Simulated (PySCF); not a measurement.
## Electronic structure of C8H9OP (SMILES C=Cc1pcoc1C1CC1) in real space

Input

```
{"job": {"kind": "nmr", "xc": "PBE0", "basis": "pcSseg-1"}, "charge": 0, "multiplicity": 1}
C      3.127147    -1.442884     0.367618
C      1.830489    -1.202752     0.216959
C      1.279459     0.110390    -0.037638
P      2.264986     1.577276    -0.306528
C      0.802117     2.430200    -0.487625
O     -0.320993     1.711826    -0.362534
C     -0.059090     0.419740    -0.113685
C     -1.221340    -0.463263     0.054599
C     -2.479231    -0.192588    -0.731296
C     -2.458006     0.066839     0.736829
H      3.505693    -2.432473     0.554651
H      3.851160    -0.645613     0.308093
H      1.119415    -2.016031     0.282921
H      0.654592     3.477040    -0.688841
H     -0.963867    -1.496979     0.235224
H     -3.031446    -1.041918    -1.103132
H     -2.476043     0.657485    -1.395488
H     -2.439227     1.093002     1.069454
H     -2.995621    -0.600046     1.392956
```

Command:

```sh
OMP_NUM_THREADS=1 python probes_run.py task.json out
```

Geometry: GFN2-xTB.

Method: PySCF, PBE0/pcSseg-1, SCF density, gas phase, non-relativistic.

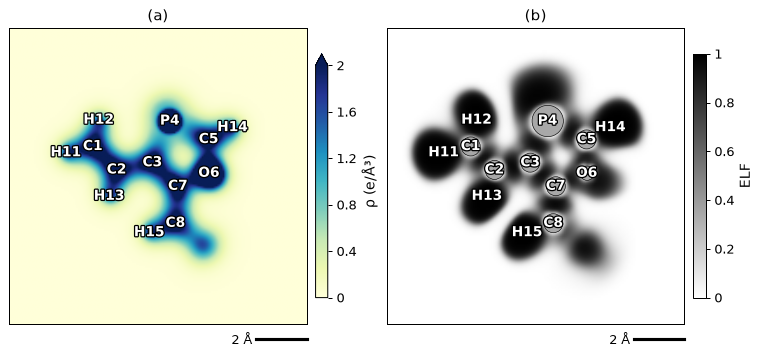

Figure 1. (a) total electron density; (b) electron localisation function on the plane of atoms C3, C7 and C8. Grey discs cover the atomic cores in the ELF map.

**What do the fields say about this system?**

The plane passes through C, P, O and H nuclei.
C–C (1.33 Å): ρ at the midpoint is about 2.3 e/Å³; the ELF peaks at about 0.90 between the atoms; a multiple bond.
C–O (1.34 Å): ρ is about 2.4 e/Å³ halfway; the ELF peaks at about 0.90 between the atoms, as expected for a polar covalent bond.
C–P (1.70 Å): ρ at the midpoint is about 1.3 e/Å³; the ELF peaks at about 0.95 between the atoms: a covalent bond.
C–H (1.08 Å): the density is about 2 e/Å³ at the midpoint; the ELF climbs to about 1 towards the hydrogen, as it does in any bond to H; a covalent bond by its length.
C–C (1.38 Å): ρ at the midpoint is about 2.1 e/Å³; the ELF peaks at about 0.95 between the atoms, as expected for a covalent bond.
The ELF also peaks beside O6 and P4, away from the bonds: lone-pair regions.

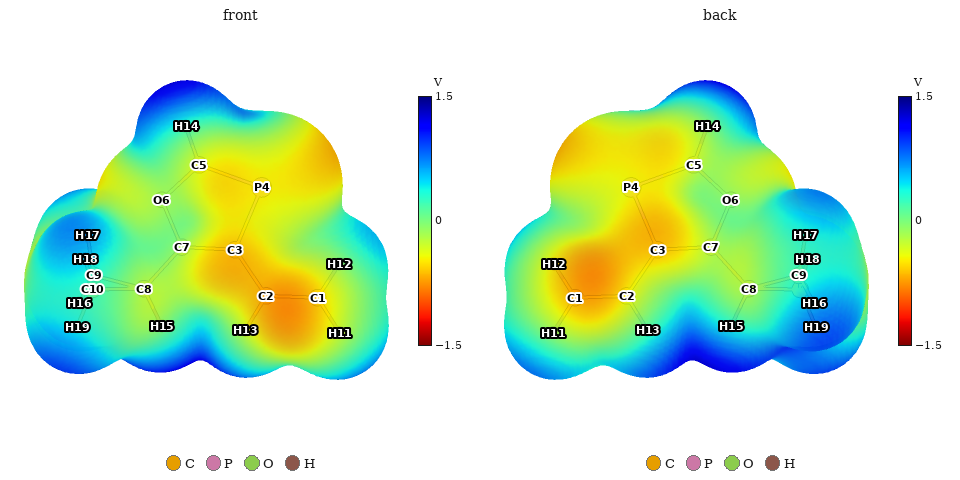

Figure 2. The electrostatic potential painted on the density surface at 0.002 e/bohr³, seen from the front and from behind; the colour scale runs from red (negative) to blue (positive).

**Describe the electrostatic potential map.**

The most negative region (about −0.8 V) lies over the π face of C1 and C2, the most positive (about +1.2 V) over H13, H14 and H15.

**What dipole moment does the calculation give?**

Its dipole moment is 2.06 D.

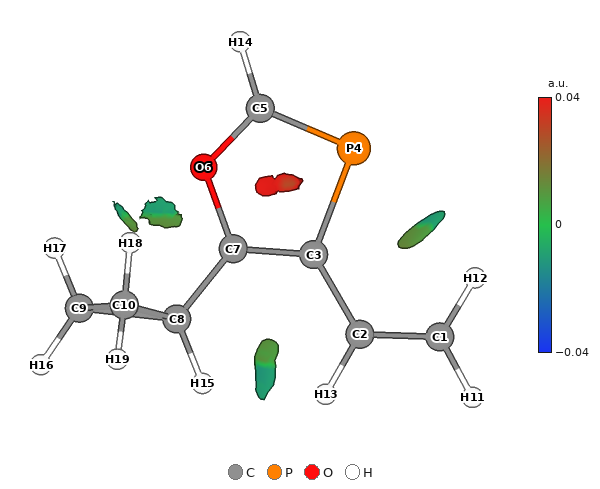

Figure 3. Non-covalent interaction (NCI) plot: the surface where the reduced density gradient is 0.5, for densities under 0.05 a.u., coloured by sign(λ₂)ρ; seen at a tilt.

**Identify the weak interactions.**

Between H18 and C10 on one side and O6 and C7 on the other: a weak contact, attractive (blue-green) on one side and crowded (olive to red) on the other; between H12 and C1 on one side and P4 and C3 on the other: a weak contact, attractive (blue-green) on one side and crowded (olive to red) on the other; near H17, O6 and C9: mostly steric crowding (olive to red); near H15, H13 and C2: mostly steric crowding (olive to red); inside the ring or cage of C3, P4, C5, O6 and C7: steric crowding (red).
